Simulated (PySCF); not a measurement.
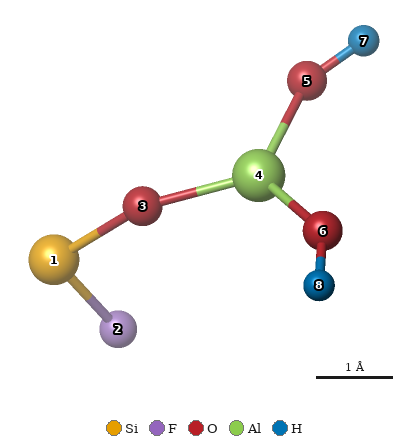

The starting structure (ball-and-stick view, seen at a tilt; atoms are numbered from 1 in the order of the input). Sticks mark near contacts. Bond lengths as drawn: Al–O 1.64 to 1.67 Å, F–Si 1.61 Å, H–O 0.93 to 0.96 Å and O–Si 1.63 Å.

## AlSiH2O3F: geometry relaxation

The run: geometry relaxation of AlSiH2O3F, SMILES [OH][Al]([OH])[O][Si]F. Method and program: PBE0-D3(BJ)/def2-SVP geometry optimisation, gas phase (PySCF 2.14.0).

Output
```
step   0  E = -857.88732554  max force = 0.032389
step   1  E = -857.89455503  max force = 0.004897
step   2  E = -857.89468800  max force = 0.002382
step   3  E = -857.89474362  max force = 0.001349
step   4  E = -857.89477805  max force = 0.001349
step   5  E = -857.89479448  max force = 0.001007
step   6  E = -857.89480204  max force = 0.000585
step   7  E = -857.89480799  max force = 0.000799
step   8  E = -857.89481684  max force = 0.002436
step   9  E = -857.89479942  max force = 0.004860
step  10  E = -857.89483732  max force = 0.003842
step  11  E = -857.89489470  max force = 0.000412
step  12  E = -857.89490094  max force = 0.000798
step  13  E = -857.89492475  max force = 0.001393
step  14  E = -857.89493054  max force = 0.000529
step  15  E = -857.89493470  max force = 0.001460
step  16  E = -857.89493885  max force = 0.001592
step  17  E = -857.89494928  max force = 0.000585
step  18  E = -857.89495644  max force = 0.001153
step  19  E = -857.89496195  max force = 0.001769
step  20  E = -857.89497169  max force = 0.001561
step  21  E = -857.89498426  max force = 0.000280
optimisation converged
```

Trajectory as extended XYZ (Å, eV, eV/Å), 22 frames, from step=0 to step=21
```
8
Properties=species:S:1:pos:R:3:forces:R:3 step=0 energy=-23344.30318
Si    1.9915    1.2329    1.3308   -0.1527   1.2753   0.3830
F     2.7353   -0.1856    1.2060    0.5528  -1.1173  -0.1221
O     0.6013    0.9419    0.5338    1.3415   1.2048   0.7890
Al   -0.5244    0.0167   -0.2165   -1.6655  -1.2995  -0.3645
O    -1.5609   -0.8125    0.8001    0.8349   0.6734   0.1414
O    -0.6730   -0.0496   -1.8641   -0.0730  -0.0850  -0.9838
H    -2.2777   -1.4098    0.8530   -0.7861  -0.6445  -0.1496
H    -0.2461    0.2374   -2.6710   -0.0519  -0.0071   0.3066
8
Properties=species:S:1:pos:R:3:forces:R:3 step=1 energy=-23344.49990
Si    2.1018    1.2963    1.3924    0.0044  -0.2518  -0.0834
F     2.8660   -0.1620    1.2555   -0.0545   0.1797   0.0370
O     0.7110    0.9764    0.5818   -0.0746  -0.0109  -0.0732
Al   -0.5044    0.0002   -0.1394    0.2135   0.1709  -0.0464
O    -1.5267   -0.8182    0.9111   -0.1205  -0.1047   0.1677
O    -0.7083   -0.0924   -1.8148   -0.0893  -0.0861   0.1507
H    -2.2610   -1.3945    0.7015    0.0214   0.0194  -0.0580
H    -0.1848    0.3305   -2.4912    0.0996   0.0835  -0.0944
8
Properties=species:S:1:pos:R:3:forces:R:3 step=2 energy=-23344.50352
Si    2.1066    1.2964    1.3763    0.0455  -0.0927  -0.0081
F     2.8735   -0.1572    1.2503   -0.0444   0.0804   0.0070
O     0.7104    0.9800    0.5774   -0.0573  -0.0162  -0.0199
Al   -0.5078    0.0028   -0.1270    0.0680   0.0400  -0.0311
O    -1.5404   -0.8239    0.9140   -0.0038  -0.0075   0.1225
O    -0.7044   -0.0949   -1.8017   -0.0180  -0.0191  -0.0258
H    -2.2698   -1.3978    0.6830    0.0007   0.0033  -0.0621
H    -0.1744    0.3309   -2.4754    0.0093   0.0118   0.0176
8
Properties=species:S:1:pos:R:3:forces:R:3 step=3 energy=-23344.50503
Si    2.1054    1.2939    1.3715    0.0313   0.0204   0.0244
F     2.8665   -0.1590    1.2503   -0.0041  -0.0137  -0.0069
O     0.7077    0.9828    0.5744   -0.0149   0.0175  -0.0004
Al   -0.5075    0.0038   -0.1251   -0.0114  -0.0239  -0.0128
O    -1.5378   -0.8242    0.9215    0.0252   0.0178   0.0694
O    -0.7047   -0.0980   -1.7994    0.0009  -0.0020  -0.0620
H    -2.2634   -1.3960    0.6729   -0.0122  -0.0079  -0.0491
H    -0.1727    0.3331   -2.4692   -0.0149  -0.0081   0.0375
8
Properties=species:S:1:pos:R:3:forces:R:3 step=4 energy=-23344.50597
Si    2.1061    1.2936    1.3687   -0.0022   0.0693   0.0244
F     2.8577   -0.1619    1.2462    0.0267  -0.0657  -0.0099
O     0.7054    0.9885    0.5734    0.0121   0.0420   0.0158
Al   -0.5069    0.0046   -0.1213   -0.0363  -0.0459  -0.0058
O    -1.5354   -0.8248    0.9294    0.0204   0.0159   0.0193
O    -0.7054   -0.1037   -1.7957   -0.0029  -0.0037  -0.0392
H    -2.2556   -1.3936    0.6568   -0.0082  -0.0068  -0.0225
H    -0.1723    0.3336   -2.4605   -0.0095  -0.0053   0.0180
8
Properties=species:S:1:pos:R:3:forces:R:3 step=5 energy=-23344.50642
Si    2.1063    1.2949    1.3693   -0.0182   0.0464   0.0082
F     2.8515   -0.1639    1.2407    0.0245  -0.0518  -0.0061
O     0.7031    0.9955    0.5744    0.0138   0.0416   0.0165
Al   -0.5061    0.0052   -0.1183   -0.0183  -0.0320  -0.0029
O    -1.5333   -0.8256    0.9345    0.0055   0.0042  -0.0097
O    -0.7060   -0.1094   -1.7931   -0.0033  -0.0039  -0.0069
H    -2.2488   -1.3927    0.6443   -0.0018  -0.0036   0.0000
H    -0.1732    0.3324   -2.4549   -0.0023  -0.0010   0.0009
8
Properties=species:S:1:pos:R:3:forces:R:3 step=6 energy=-23344.50662
Si    2.1050    1.2974    1.3712   -0.0119   0.0021  -0.0047
F     2.8464   -0.1645    1.2356    0.0081  -0.0131  -0.0004
O     0.7004    1.0029    0.5761   -0.0016   0.0301   0.0081
Al   -0.5053    0.0059   -0.1166    0.0050  -0.0136  -0.0003
O    -1.5311   -0.8268    0.9363   -0.0036  -0.0038  -0.0179
O    -0.7051   -0.1139   -1.7915   -0.0002  -0.0014   0.0117
H    -2.2431   -1.3949    0.6384    0.0028  -0.0010   0.0104
H    -0.1737    0.3303   -2.4526    0.0014   0.0007  -0.0067
8
Properties=species:S:1:pos:R:3:forces:R:3 step=7 energy=-23344.50679
Si    2.1011    1.3017    1.3734    0.0030  -0.0411  -0.0132
F     2.8374   -0.1640    1.2306   -0.0106   0.0281   0.0053
O     0.6953    1.0142    0.5777   -0.0213   0.0171  -0.0031
Al   -0.5037    0.0071   -0.1154    0.0234   0.0008   0.0034
O    -1.5267   -0.8295    0.9373   -0.0075  -0.0084  -0.0192
O    -0.7022   -0.1193   -1.7903    0.0050   0.0030   0.0209
H    -2.2342   -1.4014    0.6354    0.0054   0.0000   0.0153
H    -0.1734    0.3275   -2.4518    0.0025   0.0005  -0.0093
8
Properties=species:S:1:pos:R:3:forces:R:3 step=8 energy=-23344.50703
Si    2.0855    1.3170    1.3780    0.0377  -0.1253  -0.0279
F     2.8042   -0.1600    1.2174   -0.0469   0.1129   0.0182
O     0.6760    1.0509    0.5809   -0.0618  -0.0113  -0.0276
Al   -0.4985    0.0108   -0.1127    0.0530   0.0248   0.0129
O    -1.5104   -0.8396    0.9399   -0.0117  -0.0153  -0.0209
O    -0.6899   -0.1356   -1.7873    0.0168   0.0145   0.0338
H    -2.2034   -1.4259    0.6312    0.0095   0.0010   0.0238
H    -0.1699    0.3188   -2.4506    0.0035  -0.0012  -0.0121
8
Properties=species:S:1:pos:R:3:forces:R:3 step=9 energy=-23344.50655
Si    2.0397    1.3568    1.3828    0.0880  -0.2499  -0.0509
F     2.7136   -0.1447    1.1851   -0.0990   0.2468   0.0413
O     0.6199    1.1405    0.5878   -0.1037  -0.0750  -0.0636
Al   -0.4852    0.0184   -0.1064    0.0844   0.0622   0.0263
O    -1.4662   -0.8676    0.9463   -0.0180  -0.0224  -0.0216
O    -0.6520   -0.1739   -1.7796    0.0322   0.0392   0.0477
H    -2.1216   -1.4916    0.6285    0.0135   0.0030   0.0356
H    -0.1545    0.2985   -2.4477    0.0027  -0.0039  -0.0148
8
Properties=species:S:1:pos:R:3:forces:R:3 step=10 energy=-23344.50758
Si    2.0394    1.3571    1.3816    0.0734  -0.1970  -0.0377
F     2.7186   -0.1407    1.1920   -0.0800   0.1976   0.0319
O     0.6213    1.1339    0.5857   -0.0855  -0.0601  -0.0527
Al   -0.4853    0.0157   -0.1090    0.0609   0.0515   0.0208
O    -1.4672   -0.8684    0.9437   -0.0099  -0.0182  -0.0093
O    -0.6523   -0.1695   -1.7824    0.0272   0.0283   0.0334
H    -2.1267   -1.4929    0.6366    0.0115   0.0011   0.0223
H    -0.1542    0.3012   -2.4512    0.0024  -0.0031  -0.0086
8
Properties=species:S:1:pos:R:3:forces:R:3 step=11 energy=-23344.50914
Si    1.9962    1.3926    1.3733    0.0131  -0.0009   0.0058
F     2.6613   -0.1063    1.1929   -0.0100   0.0212  -0.0004
O     0.5750    1.1763    0.5809   -0.0031  -0.0130  -0.0035
Al   -0.4780    0.0107   -0.1128   -0.0193   0.0028   0.0031
O    -1.4334   -0.8977    0.9414    0.0125   0.0038   0.0176
O    -0.6190   -0.1824   -1.7857    0.0064  -0.0014  -0.0179
H    -2.0742   -1.5537    0.6652    0.0008  -0.0109  -0.0137
H    -0.1345    0.2968   -2.4583   -0.0005  -0.0014   0.0091
8
Properties=species:S:1:pos:R:3:forces:R:3 step=12 energy=-23344.50931
Si    1.9663    1.4163    1.3709   -0.0062   0.0410   0.0106
F     2.6199   -0.0854    1.1756    0.0062  -0.0199  -0.0059
O     0.5399    1.2110    0.5841    0.0119   0.0000   0.0130
Al   -0.4743    0.0106   -0.1096   -0.0231  -0.0097  -0.0052
O    -1.4126   -0.9163    0.9438    0.0078   0.0066   0.0153
O    -0.5944   -0.1976   -1.7822   -0.0006  -0.0071  -0.0201
H    -2.0332   -1.5919    0.6688    0.0029  -0.0111  -0.0149
H    -0.1179    0.2897   -2.4546    0.0010   0.0002   0.0072
8
Properties=species:S:1:pos:R:3:forces:R:3 step=13 energy=-23344.50996
Si    1.9213    1.4486    1.3702   -0.0271   0.0716   0.0101
F     2.5615   -0.0552    1.1440    0.0190  -0.0558  -0.0096
O     0.4871    1.2584    0.5925    0.0150   0.0110   0.0262
Al   -0.4703    0.0108   -0.1035   -0.0074  -0.0181  -0.0148
O    -1.3855   -0.9418    0.9477   -0.0052   0.0053   0.0058
O    -0.5571   -0.2197   -1.7755   -0.0059  -0.0091  -0.0105
H    -1.9734   -1.6442    0.6673    0.0078  -0.0074  -0.0088
H    -0.0901    0.2794   -2.4458    0.0038   0.0026   0.0017
8
Properties=species:S:1:pos:R:3:forces:R:3 step=14 energy=-23344.51012
Si    1.9164    1.4523    1.3751   -0.0163   0.0272  -0.0009
F     2.5615   -0.0500    1.1422    0.0064  -0.0190  -0.0006
O     0.4831    1.2589    0.5966    0.0016   0.0026   0.0147
Al   -0.4703    0.0095   -0.1038    0.0065  -0.0002  -0.0085
O    -1.3870   -0.9436    0.9455   -0.0055   0.0011   0.0045
O    -0.5535   -0.2213   -1.7763   -0.0030  -0.0060  -0.0021
H    -1.9713   -1.6481    0.6629    0.0062  -0.0080  -0.0076
H    -0.0855    0.2786   -2.4452    0.0043   0.0022   0.0006
8
Properties=species:S:1:pos:R:3:forces:R:3 step=15 energy=-23344.51023
Si    1.8971    1.4674    1.3884    0.0243  -0.0751  -0.0166
F     2.5538   -0.0330    1.1482   -0.0261   0.0697   0.0183
O     0.4671    1.2630    0.6079   -0.0341  -0.0080  -0.0135
Al   -0.4702    0.0065   -0.1053    0.0272   0.0215   0.0082
O    -1.3904   -0.9528    0.9354   -0.0038  -0.0054  -0.0004
O    -0.5385   -0.2256   -1.7787    0.0064   0.0040   0.0084
H    -1.9581   -1.6672    0.6436    0.0027  -0.0063  -0.0033
H    -0.0672    0.2780   -2.4426    0.0035  -0.0004  -0.0011
8
Properties=species:S:1:pos:R:3:forces:R:3 step=16 energy=-23344.51035
Si    1.8862    1.4743    1.3948    0.0309  -0.0819  -0.0153
F     2.5480   -0.0240    1.1531   -0.0294   0.0756   0.0199
O     0.4580    1.2656    0.6124   -0.0374  -0.0044  -0.0158
Al   -0.4699    0.0052   -0.1060    0.0236   0.0170   0.0091
O    -1.3913   -0.9584    0.9299   -0.0016  -0.0055  -0.0030
O    -0.5295   -0.2275   -1.7797    0.0090   0.0060   0.0082
H    -1.9512   -1.6773    0.6335    0.0018  -0.0054  -0.0016
H    -0.0567    0.2784   -2.4409    0.0030  -0.0014  -0.0015
8
Properties=species:S:1:pos:R:3:forces:R:3 step=17 energy=-23344.51063
Si    1.8813    1.4763    1.3952    0.0156  -0.0279  -0.0006
F     2.5417   -0.0217    1.1605   -0.0129   0.0301   0.0086
O     0.4535    1.2677    0.6119   -0.0210   0.0094  -0.0024
Al   -0.4697    0.0055   -0.1065    0.0059  -0.0070   0.0017
O    -1.3904   -0.9617    0.9269    0.0003  -0.0015  -0.0037
O    -0.5243   -0.2271   -1.7801    0.0071   0.0027  -0.0008
H    -1.9471   -1.6825    0.6294    0.0026  -0.0044  -0.0020
H    -0.0513    0.2799   -2.4404    0.0025  -0.0015  -0.0007
8
Properties=species:S:1:pos:R:3:forces:R:3 step=18 energy=-23344.51082
Si    1.8649    1.4829    1.4033   -0.0239   0.0593   0.0130
F     2.5287   -0.0107    1.1716    0.0164  -0.0494  -0.0064
O     0.4395    1.2726    0.6151    0.0078   0.0252   0.0186
Al   -0.4689    0.0039   -0.1083   -0.0120  -0.0278  -0.0103
O    -1.3898   -0.9702    0.9185    0.0023   0.0015  -0.0049
O    -0.5082   -0.2283   -1.7822    0.0032  -0.0045  -0.0069
H    -1.9385   -1.6958    0.6181    0.0030  -0.0042  -0.0029
H    -0.0342    0.2820   -2.4392    0.0033  -0.0001  -0.0002
8
Properties=species:S:1:pos:R:3:forces:R:3 step=19 energy=-23344.51097
Si    1.8484    1.4899    1.4125   -0.0432   0.0910   0.0164
F     2.5141   -0.0022    1.1834    0.0285  -0.0796  -0.0123
O     0.4263    1.2782    0.6180    0.0189   0.0307   0.0253
Al   -0.4675    0.0027   -0.1110   -0.0136  -0.0334  -0.0129
O    -1.3876   -0.9778    0.9104    0.0013   0.0022  -0.0052
O    -0.4929   -0.2298   -1.7851    0.0010  -0.0077  -0.0078
H    -1.9285   -1.7084    0.6078    0.0030  -0.0041  -0.0035
H    -0.0186    0.2837   -2.4391    0.0041   0.0009   0.0001
8
Properties=species:S:1:pos:R:3:forces:R:3 step=20 energy=-23344.51124
Si    1.8352    1.4950    1.4208   -0.0465   0.0803   0.0109
F     2.5016    0.0029    1.1906    0.0266  -0.0723  -0.0105
O     0.4160    1.2834    0.6207    0.0174   0.0272   0.0220
Al   -0.4662    0.0019   -0.1134   -0.0035  -0.0250  -0.0095
O    -1.3852   -0.9829    0.9046   -0.0014   0.0007  -0.0047
O    -0.4811   -0.2314   -1.7875   -0.0001  -0.0083  -0.0043
H    -1.9200   -1.7173    0.6009    0.0027  -0.0044  -0.0038
H    -0.0068    0.2847   -2.4396    0.0049   0.0018   0.0000
8
Properties=species:S:1:pos:R:3:forces:R:3 step=21 energy=-23344.51158
Si    1.8292    1.4973    1.4245   -0.0102   0.0084   0.0013
F     2.4933    0.0015    1.1895   -0.0003  -0.0056   0.0015
O     0.4115    1.2884    0.6221   -0.0078   0.0144   0.0070
Al   -0.4648    0.0023   -0.1138    0.0115  -0.0104  -0.0012
O    -1.3835   -0.9840    0.9028   -0.0025   0.0011  -0.0020
O    -0.4754   -0.2329   -1.7877    0.0024  -0.0041  -0.0031
H    -1.9154   -1.7205    0.5986    0.0028  -0.0042  -0.0040
H    -0.0014    0.2843   -2.4391    0.0041   0.0006   0.0006
```

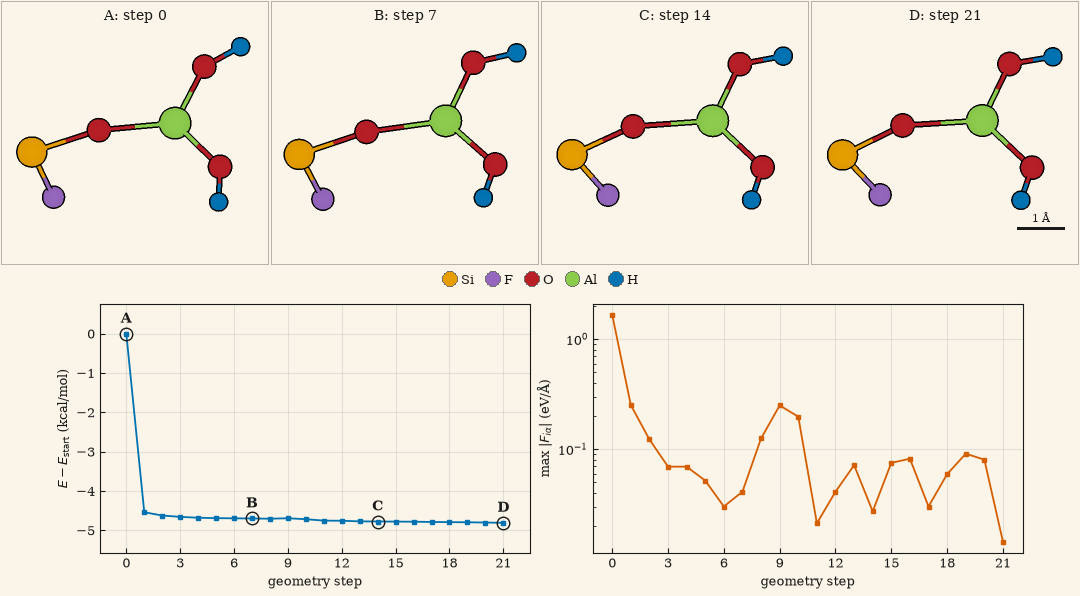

Frames of the relaxation (ball-and-stick view, seen at a tilt) above the curves, on which the letters mark them (steps are counted from 0).

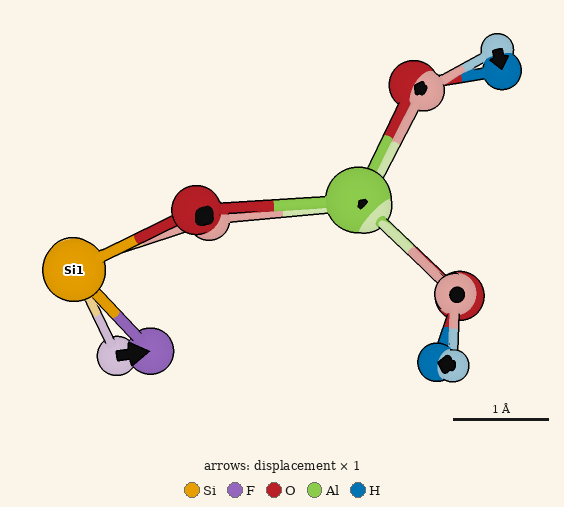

Start (faint) and end (solid) with the displacements as black arrows, at true length (ball-and-stick view, seen at a tilt). The two geometries are laid on each other by the best rigid fit. The energy falls by 4.81 kcal/mol in 21 geometry steps. The largest force component goes from 1.7 to 0.014 eV/Å. F2 moves most after the best rigid fit: 0.36 Å. Largest moves by element: F 0.36 Å, O 0.28 Å, H 0.23 Å, Al 0.08 Å, Si 0.07 Å. Among the contacts that change: O3–Al4 1.639 → 1.722 Å, Si1–F2 1.607 → 1.653 Å, Al4–O6 1.656 → 1.690 Å, O5–H7 0.934 → 0.958 Å. Among the angles that change: Al4–O5–H7 145.8° → 124.1°, Si1–O3–Al4 155.7° → 138.0°, Al4–O6–H8 141.9° → 126.5°. (Atoms are counted from 1 in the order of the input.)

This output came from the following input.

Input file
```
{"job": {"xc": "PBE0", "basis": "def2-SVP", "d3": "d3bj", "grid": 2, "kind": "geom", "shake": 0.01}, "charge": 0, "multiplicity": 1}
Si     1.991518     1.232896     1.330813
F      2.735290    -0.185606     1.205969
O      0.601325     0.941954     0.533777
Al    -0.524365     0.016717    -0.216490
O     -1.560916    -0.812495     0.800137
O     -0.673017    -0.049620    -1.864083
H     -2.277663    -1.409799     0.853007
H     -0.246097     0.237402    -2.671031
```

The first line tells a small driver script what to run in PySCF; the rest is the geometry in Å.

Run as:
```bash
OMP_NUM_THREADS=1 python <driver script> task.json out
```

Summary

| quantity | value |
| --- | --- |
| outcome | converged |
| total energy | −857.894984 hartree |
| dipole moment | 1.86 D |
| point group | C1 |
| hardware | 1 CPU thread, shared host |
| wall time | 1.8 min |
| peak memory | 0.5 GiB |
